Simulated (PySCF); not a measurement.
# OH (charge −1): what the fields show

```xyz
2

H     0.0000    0.0000   -0.9050
O     0.0000    0.0000    0.0570
```

Theory: PySCF, PBE0/def2-TZVPPD, non-relativistic Hamiltonian with scalar-relativistic core potentials where named, at a bond length of 0.962 Å.

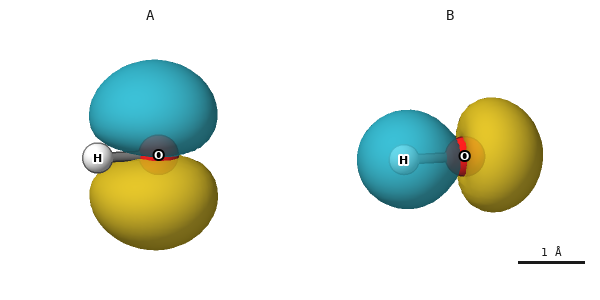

Figure 1. Two frontier orbitals, each drawn at the value that holds 80 % of its norm (yellow and cyan are the two phases), in no order; of a degenerate pair one member is drawn.

Name the orbitals and rank them from lowest to highest energy.

Answer. Orbital B: σ, occupied, −2.99 eV; mainly on O (80 %).
Orbital A: π, occupied, 0.78 eV; mainly on O (90 %).

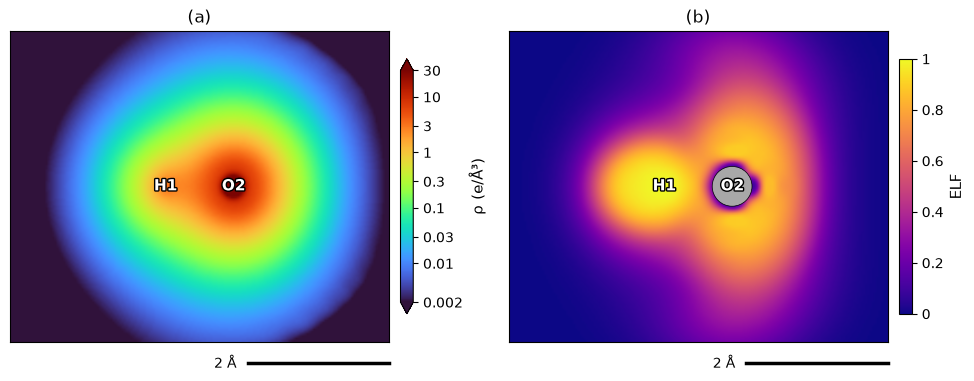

Figure 2. (a) total electron density; (b) electron localisation function on a plane that holds the molecular axis. Grey discs cover the atomic cores in the ELF map.

Interpret the plot.

Answer. The plane passes through H and O nuclei.
O–H (0.96 Å): ρ at the midpoint is about 3.6 e/Å³; the ELF climbs to about 1 towards the hydrogen, as it does in any bond to H: a covalent bond by its length.
The ELF also peaks beside O2, away from the bonds: lone-pair regions.
